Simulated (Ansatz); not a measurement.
The structure below was relaxed with PBE (Ansatz, a program for electronic structure; PAW; 420 eV plane waves; spin-orbit coupling left out), at pressure 45 GPa.

```
CELL_PARAMETERS angstrom
      0.00000     2.12814     2.12814
      2.12814     0.00000     2.12814
      2.12814     2.12814     0.00000
ATOMIC_POSITIONS crystal
  N  0.00000 0.00000 0.00000
  Nb 0.50000 0.50000 0.50000
```

Question: Find the space group and the Wyckoff positions.

Answer: Space group Fm-3m (No. 225); a = b = c = 4.256 Å, α = β = γ = 90.00°

| atom | site | symmetry | x | y | z |
|---|---|---|---|---|---|
| N | 4a | m-3m | 0.0000 | 0.0000 | 0.0000 |
| Nb | 4b | m-3m | 0.5000 | 0.5000 | 0.5000 |

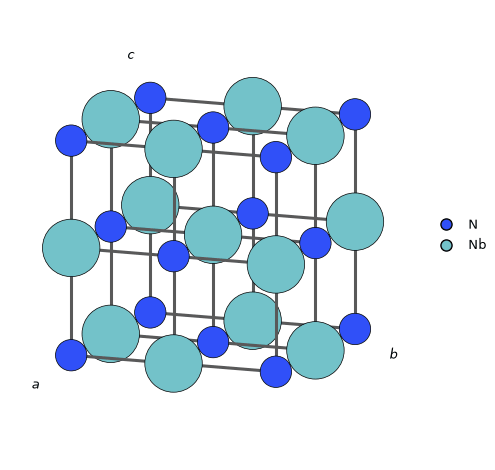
Figure: The conventional cell

Load acts through the strain it causes; cell and atoms are relaxed under it. Stability against distortions was not tested. Competing high-pressure phases were not computed. The final runs are not spin-polarised. The cell was made from NbN in the rock salt structure (space group Fm-3m, No. 225) by this change: pressure 45 GPa.
